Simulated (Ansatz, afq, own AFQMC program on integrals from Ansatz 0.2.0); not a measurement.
**CuF (singlet): quantum Monte Carlo beside coupled cluster at distance Cu1–F2 = 2.200 Å, def2-SVP**

How near does AFQMC come to the top of the ladder for CuF (singlet)?

The runs use Ansatz 0.2.0, Gaussian basis, and an in-house AFQMC program (afq) on its integrals; all values are calculated; def2-SVP, frozen cores.

The runs, in order: PBE (unrestricted); r2SCAN (unrestricted); PBE0 (unrestricted); B3LYP (unrestricted); wB97M-V (unrestricted); B2PLYP (unrestricted); CCSD(T) on RHF; CCSDT(Q) on RHF; Phaseless AFQMC, CISD trial on RHF; Free-projection AFQMC, CISD trial on RHF; UHF.

4 further runs of the same task are left out: 4 that didn't finish.

## Step 1: The system

The geometry derives from a PBE0/def2-TZVP stationary point (not a proven minimum). One bond is set to the value named and the two fragments are kept rigid.

2 atoms, charge 0, spin multiplicity 1.

Atoms are counted from 1 here; the program's logs count them from 0.

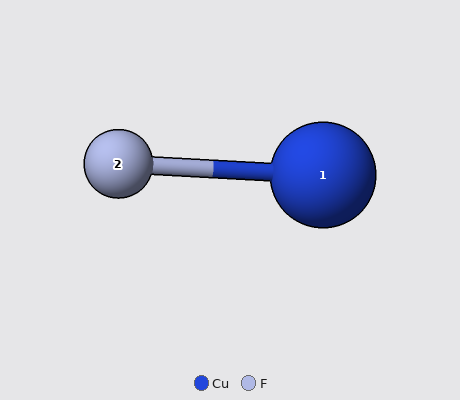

The structure; copper blue, fluorine light blue; atoms are numbered from 1 in the order of the file.

## Step 2: PBE (unrestricted)

Contents of in.yaml:

```yaml
crystal:
  periodic: [false, false, false]
  atoms:
    - {symbol: Cu, position_ang: [0.000000, 0.000000, 0.000000]}
    - {symbol: F, position_ang: [0.000000, 0.000000, 2.200000]}
basis:
  gaussian: {orbitals: def2-SVP}
magnetization: {spin_polarized: true, initial_magnetization: 0}
hamiltonian: {xc: {name: PBE}}
output: {orbitals: {seedname: orbitals}}
```

Launch:

```bash
ansatz run in.yaml --threads 1 --pin off --events-out ev --progress --plain --max-ram 1382MiB
```

Output:

```text
Functional definition: PBE
  name "PBE"
  cite "Perdew, Burke & Ernzerhof, Phys. Rev. Lett. 77, 3865 (1996) doi:10.1103/PhysRevLett.77.3865"
  parent pbe
  parameter kappa = 0.804
  parameter beta = 0.06672455060314922
  exchange = pbe_x(kappa = kappa, mu = beta*pi^2/3)
  correlation = pbe_c(beta = beta)
532 factors; their error is unknown
mean field evaluation 1: about -47332.0733 eV, gradient 4.2e1 eV
mean field evaluation 2: about -47137.9067 eV, gradient 1.8e2 eV
mean field evaluation 4: about -47336.8376 eV, gradient 2.1e1 eV
mean field evaluation 8: about -47338.1079 eV, gradient 2.3e-1 eV
mean field evaluation 16: about -47338.0794 eV, gradient 1.2e-5 eV
mean field evaluation 32: about -47338.0794 eV, gradient 1.6e-6 eV
mean field evaluation 64: about -47336.1472 eV, gradient 2.3e0 eV
mean field evaluation 96: about -47336.9484 eV, gradient 1.2e1 eV
mean field evaluation 128: about -47338.0794 eV, gradient 2.0e-5 eV
mean field -47338.07939568 eV, -1739.6423308887 hartree, gradient 2.0e-5 eV, S^2 0.000000; 11 other end points of the search recorded, 0 dependent functions left out
reference -47338.07946070 eV, -1739.6423332782 hartree; 19, 19 occupied and 26, 26 virtual orbitals, 532 factors
Total energy: -47338.07946070 eV, -1739.6423332782 hartree
```

Wall time 7.5 s (1 thread of Arm Neoverse V2, shared host).

From the report: ⟨S²⟩ of the determinant 0.000 (pure singlet: 0.00).

## Step 3: r2SCAN (unrestricted)

Changes to in.yaml since step 2:

```diff
@@ -8,3 +8,2 @@
 magnetization: {spin_polarized: true, initial_magnetization: 0}
-hamiltonian: {xc: {name: PBE}}
-output: {orbitals: {seedname: orbitals}}
+hamiltonian: {xc: {name: r2SCAN}}
```

Launched as before.

Output, shortened:

```text
Functional definition: r2SCAN
  name "r2SCAN"
  cite "Furness, Kaplan, Ning, Perdew & Sun, J. Phys. Chem. Lett. 11, 8208 (2020) doi:10.1021/acs.jpclett.0c02405"
  cite "Furness, Kaplan, Ning, Perdew & Sun, J. Phys. Chem. Lett. 11, 9248 (2020) doi:10.1021/acs.jpclett.0c03077"
  parent r2scan
[...]
532 factors; their error is unknown
[...]
mean field -47345.75333449 eV, -1739.9243429382 hartree, gradient 4.3e-6 eV, S^2 0.000000; 11 other end points of the search recorded, 0 dependent functions left out
reference -47345.75337451 eV, -1739.9243444090 hartree; 19, 19 occupied and 26, 26 virtual orbitals, 532 factors
Total energy: -47345.75337451 eV, -1739.9243444090 hartree
```

It took 13 s on 1 thread of Arm Neoverse V2, shared host.

From the report: ⟨S²⟩ of the determinant 0.000 (pure singlet: 0.00).

## Step 4: PBE0 (unrestricted)

Changes to in.yaml since step 3:

```diff
@@ -8,2 +8,3 @@
 magnetization: {spin_polarized: true, initial_magnetization: 0}
-hamiltonian: {xc: {name: r2SCAN}}
+hamiltonian: {xc: {name: PBE0}}
+output: {orbitals: {seedname: orbitals}}
```

Launched as before.

Output:

```text
Functional definition: PBE0
  name "PBE0"
  cite "Adamo & Barone, J. Chem. Phys. 110, 6158 (1999) doi:10.1063/1.478522"
  cite "Perdew, Burke & Ernzerhof, Phys. Rev. Lett. 77, 3865 (1996) doi:10.1103/PhysRevLett.77.3865"
  parent pbe
  parameter a = 0.25
  parameter kappa = 0.804
  parameter beta = 0.06672455060314922
  exchange = (1 - a)*pbe_x(kappa = kappa, mu = beta*pi^2/3) + a*exact_x
  correlation = pbe_c(beta = beta)
478 factors; integrals over basis functions are off by at most 3.7e-4 eV
mean field evaluation 1: about -47332.6495 eV, gradient 4.1e1 eV
mean field evaluation 2: about -47266.3298 eV, gradient 1.2e2 eV
mean field evaluation 4: about -47337.9945 eV, gradient 3.8e0 eV
mean field evaluation 8: about -47338.1946 eV, gradient 3.8e-1 eV
mean field evaluation 16: about -47338.1955 eV, gradient 5.3e-5 eV
mean field -47338.19553692 eV, -1739.6465990003 hartree, gradient 9.8e-6 eV, S^2 0.000000; 2 other end points of the search recorded, 0 dependent functions left out
reference -47338.19559347 eV, -1739.6466010787 hartree; 19, 19 occupied and 26, 26 virtual orbitals, 478 factors
Total energy: -47338.19559347 eV, -1739.6466010787 hartree
```

Run time: 1.6 s. Hardware: 1 thread of Arm Neoverse V2, shared host.

From the report: ⟨S²⟩ of the determinant 0.000 (pure singlet: 0.00).

## Step 5: B3LYP (unrestricted)

Changes to in.yaml since step 4:

```diff
@@ -8,3 +8,2 @@
 magnetization: {spin_polarized: true, initial_magnetization: 0}
-hamiltonian: {xc: {name: PBE0}}
-output: {orbitals: {seedname: orbitals}}
+hamiltonian: {xc: {name: B3LYP}}
```

Same command.

Output, shortened:

```text
Functional definition: B3LYP
  name "B3LYP"
  cite "Stephens, Devlin, Chabalowski & Frisch, J. Phys. Chem. 98, 11623 (1994) doi:10.1021/j100096a001"
  cite "Becke, Phys. Rev. A 38, 3098 (1988) doi:10.1103/PhysRevA.38.3098"
  cite "Lee, Yang & Parr, Phys. Rev. B 37, 785 (1988) doi:10.1103/PhysRevB.37.785"
  cite "Vosko, Wilk & Nusair, Can. J. Phys. 58, 1200 (1980) doi:10.1139/p80-159"
[...]
478 factors; integrals over basis functions are off by at most 3.7e-4 eV
[...]
mean field -47348.73362159 eV, -1740.0338664692 hartree, gradient 2.9e-5 eV, S^2 0.000000; 3 other end points of the search recorded, 0 dependent functions left out
reference -47348.73386509 eV, -1740.0338754174 hartree; 19, 19 occupied and 26, 26 virtual orbitals, 478 factors
Total energy: -47348.73386509 eV, -1740.0338754174 hartree
```

Wall time 1.8 s (1 thread of Arm Neoverse V2, shared host).

From the report: ⟨S²⟩ of the determinant 0.000 (pure singlet: 0.00).

## Step 6: wB97M-V (unrestricted)

Changes to in.yaml since step 5:

```diff
@@ -8,2 +8,3 @@
 magnetization: {spin_polarized: true, initial_magnetization: 0}
-hamiltonian: {xc: {name: B3LYP}}
+hamiltonian: {xc: {name: wB97M-V}}
+output: {orbitals: {seedname: orbitals}}
```

The command is unchanged.

Output, shortened:

```text
Functional definition: wB97M-V
  name "wB97M-V"
  cite "Mardirossian & Head-Gordon, J. Chem. Phys. 144, 214110 (2016) doi:10.1063/1.4952647"
  cite "Becke, J. Chem. Phys. 107, 8554 (1997) doi:10.1063/1.475007"
  cite "Vydrov & Van Voorhis, J. Chem. Phys. 133, 244103 (2010) doi:10.1063/1.3521275"
  # Of w^i u^j: cxij and so on, Table III.
[...]
  gx(w, u) = 1 - cx + cx01*u + cx10*w
  gss(w, u) = css00 + css04*u^4 + css10*w + css20*w^2 + css43*w^4*u^3
  gos(w, u) = cos00 + cos10*w + (cos20 + cos21*u)*w^2 + (cos60 + cos61*u)*w^6
[...]
      + integral(e_c_pw_mod_opposite_spin*gos(b97_w_opposite, b97_u_opposite)) + vv10(b, c)
478 factors; integrals over basis functions are off by at most 3.7e-4 eV
77 factors; integrals over basis functions are off by at most 1.3e-4 eV
[...]
mean field -47344.29627799 eV, -1739.8707970995 hartree, gradient 1.7e-5 eV, S^2 0.000000; 2 other end points of the search recorded, 0 dependent functions left out
reference -47344.29635036 eV, -1739.8707997592 hartree; 19, 19 occupied and 26, 26 virtual orbitals, 478 factors
Total energy: -47344.29635036 eV, -1739.8707997592 hartree
```

It took 7 s on 1 thread of Arm Neoverse V2, shared host.

From the report: ⟨S²⟩ of the determinant 0.000 (pure singlet: 0.00).

## Step 7: B2PLYP (unrestricted)

Changes to in.yaml since step 6:

```diff
@@ -8,3 +8,3 @@
 magnetization: {spin_polarized: true, initial_magnetization: 0}
-hamiltonian: {xc: {name: wB97M-V}}
-output: {orbitals: {seedname: orbitals}}
+hamiltonian: {xc: {name: B2PLYP}}
+correlation: {electrons: outside_noble_gas}
```

Launched as before.

Output, shortened:

```text
Functional definition: B2PLYP
  name "B2PLYP"
  cite "Grimme, J. Chem. Phys. 124, 034108 (2006) doi:10.1063/1.2148954"
  cite "Becke, Phys. Rev. A 38, 3098 (1988) doi:10.1103/PhysRevA.38.3098"
  cite "Lee, Yang & Parr, Phys. Rev. B 37, 785 (1988) doi:10.1103/PhysRevB.37.785"
[...]
478 factors; integrals over basis functions are off by at most 3.7e-4 eV
[...]
mean field -47332.08023715 eV, -1739.4218658788 hartree, gradient 1.9e-6 eV, S^2 0.000000; 3 other end points of the search recorded, 0 dependent functions left out
10 core orbitals not correlated: weight in the atoms' cores, before any rotation towards them, 1.000 or more for the frozen orbitals, at most 0.000 for the correlated occupied ones
reference -47332.08037599 eV, -1739.4218709812 hartree; 9, 9 occupied and 26, 26 virtual orbitals, 478 factors
second order -16.07636806 eV of doubles, -0.00000000 eV of singles
Total energy: -47336.42099536 eV, -1739.5813858011 hartree
```

Wall time 2.5 s (1 thread of Arm Neoverse V2, shared host).

From the report: ⟨S²⟩ of the determinant 0.000 (pure singlet: 0.00).

## Step 8: CCSD(T) on RHF

Contents of in.yaml:

```yaml
crystal:
  periodic: [false, false, false]
  atoms:
    - {symbol: Cu, position_ang: [0.000000, 0.000000, 0.000000]}
    - {symbol: F, position_ang: [0.000000, 0.000000, 2.200000]}
basis:
  gaussian: {orbitals: def2-SVP}
magnetization: {spin_polarized: false}
correlation: {method: ccsd_t, electrons: outside_noble_gas, hamiltonian_folder: ham}
```

Launched as before.

Output, shortened:

```text
Functional definition: HF
  name "HF"
  cite "Fock, Z. Phys. 61, 126 (1930) doi:10.1007/BF01340294"
  parent pbe
[...]
478 factors; integrals over basis functions are off by at most 3.7e-4 eV
[...]
mean field -47294.04673997 eV, -1738.0241606375 hartree, gradient 9.4e-6 eV, S^2 0.000000; 0 other end points of the search recorded, 0 dependent functions left out
10 core orbitals not correlated: weight in the atoms' cores, before any rotation towards them, 1.000 or more for the frozen orbitals, at most 0.000 for the correlated occupied ones
reference -47294.04673997 eV, -1738.0241606375 hartree; 9, 9 occupied and 26, 26 virtual orbitals, 478 factors
second order -13.14284540 eV of doubles, -0.00000000 eV of singles
cycle   1  -11.80532770 eV  change     1.3e0 eV  update   1.3e-1
[...]
cycle  15  -12.34766856 eV  change   -6.7e-6 eV  update   9.9e-6
perturbative correction -0.36074806 eV, -0.0132572465 hartree
Total energy: -47306.75515658 eV, -1738.4911863339 hartree
```

Wall time 0.51 s (1 thread of Arm Neoverse V2, shared host).

From the report: correlation -12.7084 eV; T1 0.033; largest double amplitude 0.04.

This run also writes the integrals to the folder ham.

## Step 9: CCSDT(Q) on RHF

Changes to in.yaml since step 8:

```diff
@@ -8,2 +8,2 @@
 magnetization: {spin_polarized: false}
-correlation: {method: ccsd_t, electrons: outside_noble_gas, hamiltonian_folder: ham}
+correlation: {method: ccsdt_q, electrons: outside_noble_gas}
```

Same command.

Output, shortened:

```text
Functional definition: HF
  name "HF"
  cite "Fock, Z. Phys. 61, 126 (1930) doi:10.1007/BF01340294"
  parent pbe
[...]
782 factors; integrals over basis functions are off by at most 1.2e-7 eV
[...]
mean field -47294.04689945 eV, -1738.0241664983 hartree, gradient 7.9e-6 eV, S^2 0.000000; 0 other end points of the search recorded, 0 dependent functions left out
10 core orbitals not correlated: weight in the atoms' cores, before any rotation towards them, 1.000 or more for the frozen orbitals, at most 0.000 for the correlated occupied ones
reference -47294.04689945 eV, -1738.0241664983 hartree; 9, 9 occupied and 26, 26 virtual orbitals, 782 factors
second order -13.14291017 eV of doubles, -0.00000000 eV of singles
cycle   1  -11.80534325 eV  change     1.3e0 eV  update   1.4e-1
[...]
cycle  24  -12.69856841 eV  change   -1.5e-6 eV  update   1.9e-6
perturbative correction 0.02435195 eV, 0.0008949178 hartree
Total energy: -47306.72111590 eV, -1738.4899353621 hartree
```

Wall time 10 s (1 thread of Arm Neoverse V2, shared host).

From the report: correlation -12.6742 eV; T1 0.030; largest double amplitude 0.05.

## Step 10: Phaseless AFQMC, CISD trial on RHF

It reads the integrals that the CCSD(T) run on this determinant wrote.

Launch:

```bash
afq ham --method phaseless --trial cisd --walkers 60 --populations 1 --least-time 40 --time-step 0.005 --steps-per-block 50 --equilibration-blocks 40 --max-blocks 300 --target-error 0.00051 --factor-cut 1e-05 --seed 117 --release-times 0.24,0.6,1.2,1.8,2.6 --release-step 0.04 --release-every 4 --taylor-order 6
```

Output:

```text
orbitals 35  electrons 9 9  factors 274 of 478
reference energy -1738.02416064 Eh
CCSD correlation -0.45376874 Eh in 17 cycles, weight of the determinant in the CISD state 0.8807
energy of the start -1738.477930 Eh
 block  time / (1/Eh)  mean weight  energy / Eh
     1     0.250  1.0026  -1738.477314
     2     0.500  0.9965  -1738.514263
     3     0.750  0.9981  -1738.485874
     4     1.000  1.0021  -1738.486440
     5     1.250  1.0002  -1738.474747
     6     1.500  1.0002  -1738.488708
     7     1.750  0.9991  -1738.486289
     8     2.000  0.9996  -1738.489065
     9     2.250  0.9970  -1738.480467
    10     2.500  0.9999  -1738.489993
    17     4.250  1.0060  -1738.497588
    25     6.250  0.9981  -1738.480906
    33     8.250  1.0006  -1738.495383
    41    10.250  1.0017  -1738.499553
    49    12.250  1.0001  -1738.476926
    57    14.250  0.9981  -1738.484648
    65    16.250  0.9996  -1738.500670
    73    18.250  1.0004  -1738.481325
    81    20.250  1.0004  -1738.474718
    89    22.250  1.0042  -1738.482237
    97    24.250  1.0020  -1738.481569
   105    26.250  0.9952  -1738.470081
   113    28.250  0.9986  -1738.503944
   121    30.250  1.0049  -1738.527052
   129    32.250  0.9975  -1738.489623
   137    34.250  1.0026  -1738.473053
   145    36.250  1.0020  -1738.512821
   153    38.250  0.9959  -1738.480595
   161    40.250  0.9988  -1738.482116
   169    42.250  0.9994  -1738.478433
   177    44.250  1.0021  -1738.478843
   185    46.250  1.0005  -1738.480350
   193    48.250  0.9995  -1738.487800
   201    50.250  0.9965  -1738.473603
   209    52.250  0.9988  -1738.470975
   217    54.250  0.9969  -1738.488295
   225    56.250  0.9991  -1738.480129
   233    58.250  0.9982  -1738.488347
   241    60.250  0.9940  -1738.513886
   249    62.250  1.0006  -1738.508755
   257    64.250  0.9998  -1738.488717
   265    66.250  1.0026  -1738.530799
   273    68.250  0.9997  -1738.498304
   281    70.250  0.9970  -1738.492525
   289    72.250  1.0057  -1738.468387
   297    74.250  1.0008  -1738.485772
   305    76.250  1.0065  -1738.483808
   313    78.250  0.9973  -1738.495402
   321    80.250  1.0008  -1738.468402
   329    82.250  0.9962  -1738.479889
   337    84.250  0.9974  -1738.482190
blocks merged  error / Eh  count
     1  0.001064  300
     2  0.001181  150
     4  0.001310  75
     8  0.001271  37
    16  0.001176  18
    32  0.001000  9
released: time / (1/Eh)  energy / Eh  error  mean overlap
  0.24  -1738.491824  0.002228  0.9998
  0.60  -1738.489010  0.002845  1.0190
  1.20  -1738.491423  0.003473  1.0541
  1.80  -1738.482288  0.006878  1.0498
  2.60  -1738.497379  0.010980  1.0432
energy -1738.490079 +/- 0.001271 Eh
```

Wall time 3.6 min (1 thread of Arm Neoverse V2, shared host).

Energy -47306.7250 ± 0.0346 eV. Caveats: constraint bias not in the error; error above the target.

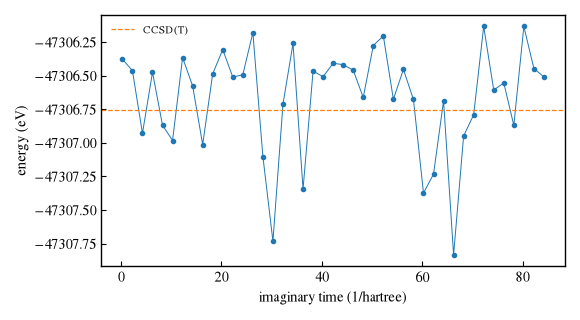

Block energies along the walk.

## Step 11: Free-projection AFQMC, CISD trial on RHF

It reads the integrals that the CCSD(T) run on this determinant wrote.

Launch:

```bash
afq ham --method free --trial cisd --walkers 60 --time-step 0.03 --max-blocks 80 --target-error 0.00051 --factor-cut 1e-05 --seed 9695 --times 0,0.21,0.42,0.81,1.2,1.8,2.4,3 --taylor-order 8
```

Output:

```text
orbitals 35  electrons 9 9  factors 274 of 478
reference energy -1738.02416064 Eh
CCSD correlation -0.45376874 Eh in 17 cycles, weight of the determinant in the CISD state 0.8807
repeat  energy at the last time / Eh  error
    10  -1738.495033  0.008779
    20  -1738.491693  0.005104
    30  -1738.489732  0.003587
    40  -1738.494751  0.003415
    50  -1738.493009  0.002830
    60  -1738.492642  0.002729
    70  -1738.493444  0.002510
    80  -1738.491454  0.002367
time / (1/Eh)  energy / Eh  error  mean overlap
  0.00  -1738.477906  0.001060  1.1343
  0.21  -1738.484895  0.000827  1.1475
  0.42  -1738.487245  0.000740  1.1427
  0.81  -1738.488442  0.000817  1.1408
  1.20  -1738.489037  0.001125  1.1483
  1.80  -1738.488127  0.001502  1.1637
  2.40  -1738.489460  0.001629  1.1380
  3.00  -1738.491454  0.002367  1.1623
energy -1738.491454 +/- 0.002367 Eh
```

Wall time 1.9 min (1 thread of Arm Neoverse V2, shared host).

Energy -47306.7624 ± 0.0644 eV. The run doesn't count as converged. Caveats: remainder of the start not in the error; error above the target.

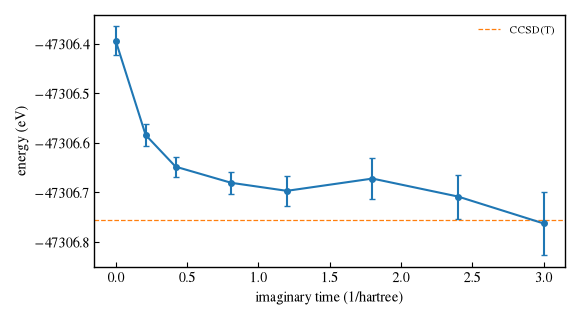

Energy against projection time, with error bars.

## Step 12: UHF

Contents of in.yaml:

```yaml
crystal:
  periodic: [false, false, false]
  atoms:
    - {symbol: Cu, position_ang: [0.000000, 0.000000, 0.000000]}
    - {symbol: F, position_ang: [0.000000, 0.000000, 2.200000]}
basis:
  gaussian: {orbitals: def2-SVP}
magnetization: {spin_polarized: true, initial_magnetization: 0}
hamiltonian: {xc: hf}
output: {orbitals: {seedname: orbitals}}
```

Launch:

```bash
ansatz run in.yaml --threads 1 --pin off --events-out ev --progress --plain --max-ram 1382MiB
```

Output, shortened:

```text
Functional definition: HF
  name "HF"
  cite "Fock, Z. Phys. 61, 126 (1930) doi:10.1007/BF01340294"
  parent pbe
[...]
478 factors; integrals over basis functions are off by at most 3.7e-4 eV
[...]
mean field -47294.04673997 eV, -1738.0241606375 hartree, gradient 7.8e-6 eV, S^2 0.000000; 7 other end points of the search recorded, 0 dependent functions left out
reference -47294.04673997 eV, -1738.0241606375 hartree; 19, 19 occupied and 26, 26 virtual orbitals, 478 factors
Total energy: -47294.04673997 eV, -1738.0241606375 hartree
```

It took 1.8 s on 1 thread of Arm Neoverse V2, shared host.

From the report: ⟨S²⟩ of the determinant 0.000 (pure singlet: 0.00).

## Step 13: AFQMC on the ladder

On the RHF determinant, counted from CCSDT(Q) (a yardstick, not exact):

```tsv
level	energy (eV)	from CCSDT(Q) (meV)	statistical error (meV)	time
HF	-47294.0467	+12674.4		
MP2	-47307.1896	-468.5		
CCSD	-47306.3944	+326.7		
CCSD(T)	-47306.7552	-34.0		
CCSDT(Q)	-47306.7211	0.0		
Phaseless AFQMC, CISD trial, step 0.005, 60 walkers	-47306.7250	-3.9	34.6	3.6 min
```

The functionals' totals stand on their own zeros and serve differences with other points: PBE -47338.079 eV; r2SCAN -47345.753 eV; PBE0 -47338.196 eV; B3LYP -47348.734 eV; wB97M-V -47344.296 eV; B2PLYP -47336.421 eV.

## Step 14: Summary of results

| quantity | value |
| --- | --- |
| CCSD(T) on RHF from CCSDT(Q) | -34.0 meV |
| Phaseless AFQMC, CISD trial on RHF from CCSDT(Q) | -3.9 ± 34.6 meV |

On RHF the phaseless walk with the CISD trial lies -3.9 meV from CCSDT(Q), within three error bars. Error bars are statistical and leave out the constraint, the time step and what remains of the start.
